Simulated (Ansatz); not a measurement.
# Geometry relaxation of C4H13NO2Si (part 1 of 3)

System: C4H13NO2Si.
Method: RKS CAM-B3LYP-D4/STO-3G (Ansatz 0.2.0).

It belongs to a series of runs on one base structure; here: start relaxed. Figures and captions count atoms from 1; the log counts them from 0 in places.

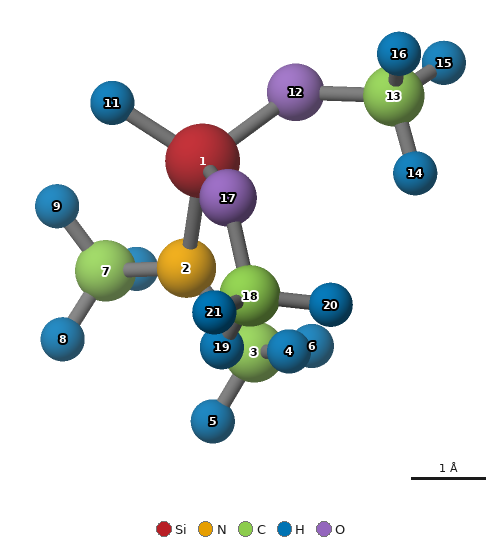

*The starting structure (ball-and-stick view, seen at a tilt; atoms are numbered from 1 in the order of the input).*

## Input
```yaml
crystal:
  periodic: [false, false, false]
  atoms:
    - { symbol: Si, position_ang: [0.0, 0.0, 0.0] }
    - { symbol: "N", position_ang: [0.0, 0.0, 1.82] }
    - { symbol: C, position_ang: [-1.2162, -0.3762, 2.555] }
    - { symbol: H, position_ang: [-1.8642, -0.9999, 1.9045] }
    - { symbol: H, position_ang: [-0.9378, -0.9533, 3.4614] }
    - { symbol: H, position_ang: [-1.7663, 0.5401, 2.8549] }
    - { symbol: C, position_ang: [1.2162, 0.3762, 2.555] }
    - { symbol: H, position_ang: [1.4641, -0.4163, 3.2916] }
    - { symbol: H, position_ang: [2.0585, 0.4943, 1.8418] }
    - { symbol: H, position_ang: [1.0457, 1.3351, 3.0874] }
    - { symbol: H, position_ang: [1.3768, 0.0, -0.4862] }
    - { symbol: O, position_ang: [-0.7913, 1.3709, -0.5594] }
    - { symbol: C, position_ang: [-2.1512, 1.4177, -0.9653] }
    - { symbol: H, position_ang: [-2.7687, 0.8215, -0.2614] }
    - { symbol: H, position_ang: [-2.5023, 2.4707, -0.9639] }
    - { symbol: H, position_ang: [-2.2473, 0.9975, -1.9882] }
    - { symbol: O, position_ang: [-0.7913, -1.3709, -0.5594] }
    - { symbol: C, position_ang: [-1.5365, -2.2685, 0.2501] }
    - { symbol: H, position_ang: [-1.2251, -2.1576, 1.3097] }
    - { symbol: H, position_ang: [-2.6187, -2.04, 0.1571] }
    - { symbol: H, position_ang: [-1.349, -3.3106, -0.083] }
basis:
  gaussian: { orbitals: STO-3G }
hamiltonian:
  xc: cam_b3lyp
  dispersion: d4
relax:
  f_tol: 0.02
  max_steps: 40
output:
  orbitals: {}
```

Run on 1 thread of Intel Xeon (Sapphire Rapids), 32 GiB of memory available, shared host.

Run as:
```bash
ansatz run input.yaml --threads 1 --pin off --max-ram 2048MiB --backend cpu --events-out ev --progress --plain --runs-dir out
```

## Log
```
The last accepted step is kept in [file] (removed where the run ends without a failure and the disk answers)
Engine: ansatz 0.2.0, x86_64-unknown-linux-gnu
Functional definition: CAM-B3LYP
  parameter alpha = 0.19
  parameter beta = 0.46
  parameter omega = 0.33/bohr
  parameter ac = 0.81
  exchange = (1 - alpha - beta)*b88_x + beta*b88_x_sr(omega) + alpha*exact_x + beta*exact_x_lr(omega)
  correlation = (1 - ac)*vwn5_c + ac*lyp_c
856 factors; integrals over basis functions are off by at most 1.2e-5 eV
352 factors; integrals over basis functions are off by at most 5.4e-7 eV
mean field evaluation 1: about -17593.3441 eV, gradient 3.3e1 eV
mean field evaluation 2: about -17595.3547 eV, gradient 2.4e1 eV
mean field evaluation 4: about -17596.8655 eV, gradient 4.9e-1 eV
mean field evaluation 8: about -17596.7663 eV, gradient 6.7e-3 eV
mean field -17596.76625825 eV, -646.6692324740 hartree, gradient 2.4e-5 eV, S^2 0.000000; 0 other end points of the search recorded, 0 dependent functions left out
the calculation of the forces begins
reference -17596.76638456 eV, -646.6692371159 hartree; 37, 37 occupied and 20, 20 virtual orbitals, 856 factors
relax step   1: F+E_penalty+E_count = -17597.21831873 eV  Δ(F+E_penalty+E_count) = +0.000e0 eV  max|allowed force component| = 3.746e0 eV/Å  Δτ_max = 0.0000 Å  (23 SCF iters, accepted)
these checks for a lower state are left out or cut short: starts, cluster_reference, orbital_swaps, neighbouring_geometries, increment
856 factors; integrals over basis functions are off by at most 1.1e-5 eV
352 factors; integrals over basis functions are off by at most 5.6e-7 eV
mean field evaluation 16: about -17597.6202 eV, gradient 1.6e-1 eV
mean field -17597.51498441 eV, -646.6967476529 hartree, gradient 1.4e-5 eV, S^2 0.000000; 0 other end points of the search recorded, 0 dependent functions left out
[... from here on the field's lines of each further geometry are left out, up to the last ...]
relax step   2: F+E_penalty+E_count = -17597.96327899 eV  Δ(F+E_penalty+E_count) = -7.450e-1 eV  max|allowed force component| = 1.400e0 eV/Å  Δτ_max = 0.1944 Å  (26 SCF iters, accepted)
relax step   3: F+E_penalty+E_count = -17598.15722266 eV  Δ(F+E_penalty+E_count) = -1.939e-1 eV  max|allowed force component| = 6.844e-1 eV/Å  Δτ_max = 0.1942 Å  (26 SCF iters, accepted)
relax step   4: F+E_penalty+E_count = -17598.24242840 eV  Δ(F+E_penalty+E_count) = -8.521e-2 eV  max|allowed force component| = 3.853e-1 eV/Å  Δτ_max = 0.2000 Å  (26 SCF iters, accepted)
relax step   5: F+E_penalty+E_count = -17598.30876040 eV  Δ(F+E_penalty+E_count) = -6.633e-2 eV  max|allowed force component| = 1.979e-1 eV/Å  Δτ_max = 0.2000 Å  (25 SCF iters, accepted)
relax step   6: F+E_penalty+E_count = -17598.32506423 eV  Δ(F+E_penalty+E_count) = -1.630e-2 eV  max|allowed force component| = 1.485e-1 eV/Å  Δτ_max = 0.1956 Å  (25 SCF iters, accepted)
relax step   7: F+E_penalty+E_count = -17598.33284806 eV  Δ(F+E_penalty+E_count) = -7.784e-3 eV  max|allowed force component| = 2.608e-1 eV/Å  Δτ_max = 0.1194 Å  (26 SCF iters, accepted)
relax step   8: F+E_penalty+E_count = -17598.34703832 eV  Δ(F+E_penalty+E_count) = -1.419e-2 eV  max|allowed force component| = 1.742e-1 eV/Å  Δτ_max = 0.1509 Å  (25 SCF iters, accepted)
relax step   9: F+E_penalty+E_count = -17598.33849372 eV  Δ(F+E_penalty+E_count) = +8.545e-3 eV  max|allowed force component| = 3.389e-1 eV/Å  Δτ_max = 0.1269 Å  (25 SCF iters, rejected (line search))
relax step  10: F+E_penalty+E_count = -17598.35469610 eV  Δ(F+E_penalty+E_count) = -7.658e-3 eV  max|allowed force component| = 3.785e-2 eV/Å  Δτ_max = 0.0619 Å  (25 SCF iters, accepted)
relax step  11: F+E_penalty+E_count = -17598.35941098 eV  Δ(F+E_penalty+E_count) = -4.715e-3 eV  max|allowed force component| = 7.312e-2 eV/Å  Δτ_max = 0.0975 Å  (26 SCF iters, accepted)
relax step  12: F+E_penalty+E_count = -17598.34446845 eV  Δ(F+E_penalty+E_count) = +1.494e-2 eV  max|allowed force component| = 3.625e-1 eV/Å  Δτ_max = 0.0834 Å  (26 SCF iters, rejected (line search))
relax step  13: F+E_penalty+E_count = -17598.36109858 eV  Δ(F+E_penalty+E_count) = -1.688e-3 eV  max|allowed force component| = 2.117e-2 eV/Å  Δτ_max = 0.0417 Å  (26 SCF iters, accepted)
relax step  14: F+E_penalty+E_count = -17598.36160444 eV  Δ(F+E_penalty+E_count) = -5.059e-4 eV  max|allowed force component| = 1.784e-2 eV/Å  Δτ_max = 0.0251 Å  (26 SCF iters, accepted)
relax step  15: F+E_penalty+E_count = -17598.36185848 eV  Δ(F+E_penalty+E_count) = -2.540e-4 eV  max|allowed force component| = 1.055e-2 eV/Å  Δτ_max = 0.0322 Å  (26 SCF iters, accepted)
relax step  16: F+E_penalty+E_count = -17598.36201408 eV  Δ(F+E_penalty+E_count) = -1.556e-4 eV  max|allowed force component| = 9.838e-3 eV/Å  Δτ_max = 0.0236 Å  (27 SCF iters, accepted)
relax step  17: F+E_penalty+E_count = -17598.36192543 eV  Δ(F+E_penalty+E_count) = +8.865e-5 eV  max|allowed force component| = 9.024e-2 eV/Å  Δτ_max = 0.1154 Å  (25 SCF iters, rejected (line search))
the calculation of the forces begins
reference -17597.90145975 eV, -646.7109503599 hartree; 37, 37 occupied and 20, 20 virtual orbitals, 858 factors
relax step  18: F+E_penalty+E_count = -17598.36230675 eV  Δ(F+E_penalty+E_count) = -2.927e-4 eV  max|allowed force component| = 9.474e-3 eV/Å  Δτ_max = 0.0561 Å  (27 SCF iters, accepted)
```

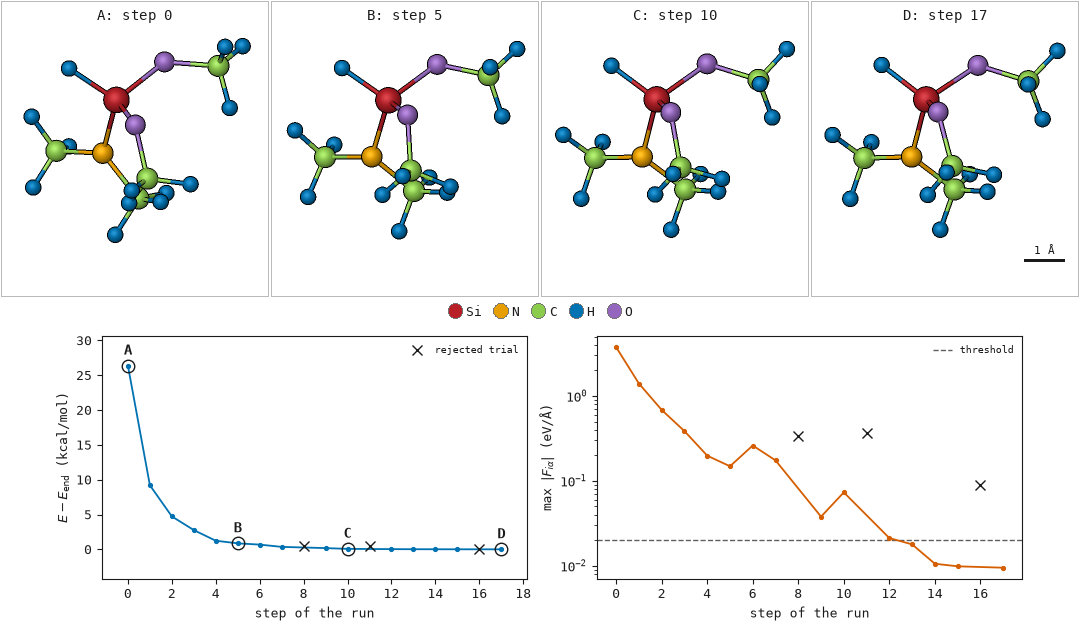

*Frames of the relaxation (ball-and-stick view, seen at a tilt) above the curves, on which the letters mark them (the first geometry is step 0 here and step 1 in the log).*

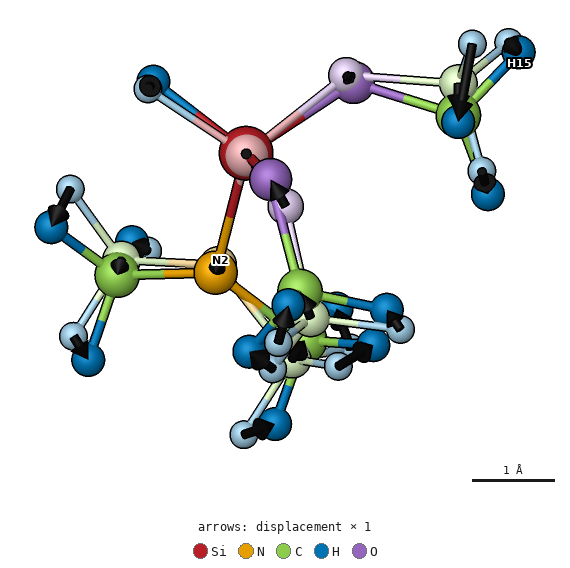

*Start (faint) and end (solid) with the displacements as black arrows, at true length (ball-and-stick view, seen at a tilt). The two geometries are laid on each other by the best rigid fit.*

The atom that moves furthest after the best rigid fit is H16 (0.99 Å). By element the largest moves are H 0.99 Å, C 0.41 Å, O 0.38 Å, N 0.22 Å, Si 0.09 Å. Among the contacts that change: Si1–N2 1.820 → 1.744 Å, O12–C13 1.420 → 1.452 Å, Si1–H11 1.460 → 1.439 Å, Si1–O12 1.679 → 1.700 Å. Among the angles that change: Si1–O17–C18 125.0° → 114.5°, C3–N2–C7 120.0° → 111.3°, N2–Si1–O12 109.5° → 114.0°. After 17 geometry steps the energy has fallen by 26.4 kcal/mol. Largest force component: 3.7 eV/Å at the start, 0.0095 eV/Å at the end. The line search rejected the trial steps at points 8, 11, 16 (counted from 0) and went back. (Atoms are counted from 1 in the order of the input.)

```
858 factors; integrals over basis functions are off by at most 2.9e-5 eV
352 factors; integrals over basis functions are off by at most 5.1e-7 eV
mean field -17597.90133788 eV, -646.7109458812 hartree, gradient 1.0e-5 eV, S^2 0.000000; 1 other end points of the search recorded, 0 dependent functions left out
the calculation of the forces begins
reference -17597.90145975 eV, -646.7109503599 hartree; 37, 37 occupied and 20, 20 virtual orbitals, 858 factors
Total energy: -17598.36242863 eV, -646.7278906535 hartree
Atom 0 at     0.017664     0.078703     0.052791 Å, force    -0.000637     0.003643    -0.009437 eV/Å
Atom 1 at    -0.019314    -0.217853     1.770732 Å, force    -0.000098     0.000994     0.005866 eV/Å
Atom 2 at    -1.263407     0.024753     2.542978 Å, force    -0.002239    -0.000094    -0.002237 eV/Å
Atom 3 at    -2.138658    -0.320655     1.972944 Å, force     0.000963     0.000294     0.000908 eV/Å
Atom 4 at    -1.233726    -0.538284     3.491142 Å, force     0.000105     0.001533    -0.001666 eV/Å
Atom 5 at    -1.420229     1.092257     2.795231 Å, force     0.001163    -0.000564     0.000249 eV/Å
Atom 6 at     1.185891     0.094126     2.578263 Å, force    -0.000144    -0.000681    -0.002624 eV/Å
Atom 7 at     1.198722    -0.523842     3.492411 Å, force     0.000188     0.000692    -0.000866 eV/Å
Atom 8 at     2.093988    -0.131953     1.999823 Å, force    -0.000291    -0.000177     0.000595 eV/Å
Atom 9 at     1.236417     1.154986     2.894751 Å, force    -0.000131    -0.002224     0.000155 eV/Å
Atom 10 at     1.378864     0.359630    -0.318801 Å, force    -0.001937     0.000136     0.000319 eV/Å
Atom 11 at    -0.888550     1.432380    -0.433697 Å, force    -0.005151    -0.009474     0.003004 eV/Å
Atom 12 at    -2.277686     1.131687    -0.728305 Å, force    -0.001555    -0.005495     0.003249 eV/Å
Atom 13 at    -2.891623     0.974263     0.183207 Å, force     0.006225     0.002089    -0.009119 eV/Å
Atom 14 at    -2.702944     1.999539    -1.264176 Å, force     0.000308    -0.003711     0.002076 eV/Å
Atom 15 at    -2.402269     0.239645    -1.375271 Å, force     0.002407     0.008993     0.004147 eV/Å
Atom 16 at    -0.517080    -1.279317    -0.818619 Å, force     0.002739     0.007304     0.005725 eV/Å
Atom 17 at    -1.322788    -2.207230    -0.049390 Å, force     0.001802    -0.000724    -0.004262 eV/Å
Atom 18 at    -0.922930    -2.391409     0.967498 Å, force    -0.000843    -0.000040     0.001984 eV/Å
Atom 19 at    -2.375389    -1.871752     0.061726 Å, force    -0.001808     0.000101     0.001227 eV/Å
Atom 20 at    -1.339551    -3.168976    -0.593540 Å, force    -0.001066    -0.002594     0.000706 eV/Å
Dipole moment:    -0.125103    -0.060314     0.275548 e Å
```

## Trajectory as extended XYZ (Å, eV, eV/Å), 18 frames, from step=1 to step=18
```
21
Properties=species:S:1:pos:R:3:forces:R:3 step=1 energy=-17597.21832
Si    0.0000    0.0000    0.0000   -0.8155  -0.3923   2.5666
N     0.0000    0.0000    1.8200    0.5074  -0.7104  -3.7464
C    -1.2162   -0.3762    2.5550    0.1423   0.9382   0.4747
H    -1.8642   -0.9999    1.9045   -0.0152   1.2300   1.1751
H    -0.9378   -0.9533    3.4614   -0.3115   0.1030  -0.1308
H    -1.7663    0.5401    2.8549   -0.2739  -0.2935   0.3510
C     1.2162    0.3762    2.5550   -0.6233  -0.0506   0.2175
H     1.4641   -0.4163    3.2916    0.2316   0.3067   0.0506
H     2.0585    0.4943    1.8418   -0.2548  -0.0122   0.3534
H     1.0457    1.3351    3.0874    0.4645  -0.0971   0.1662
H     1.3768    0.0000   -0.4862   -0.4890   0.2657   0.1761
O    -0.7913    1.3709   -0.5594    1.7415   0.8551   0.0318
C    -2.1512    1.4177   -0.9653    0.0412  -1.0257   0.3275
H    -2.7687    0.8215   -0.2614   -0.5827   0.1544  -0.3190
H    -2.5023    2.4707   -0.9639    0.0452  -0.1539  -0.0129
H    -2.2473    0.9975   -1.9882   -0.5022   0.0651  -0.0404
O    -0.7913   -1.3709   -0.5594    0.6531   0.3435  -1.5873
C    -1.5365   -2.2685    0.2501    0.5181   0.0961   0.3775
H    -1.2251   -2.1576    1.3097   -0.1809  -1.3601  -0.6510
H    -2.6187   -2.0400    0.1571   -0.1527  -0.3162   0.2298
H    -1.3490   -3.3106   -0.0830   -0.1433   0.0542  -0.0101
```
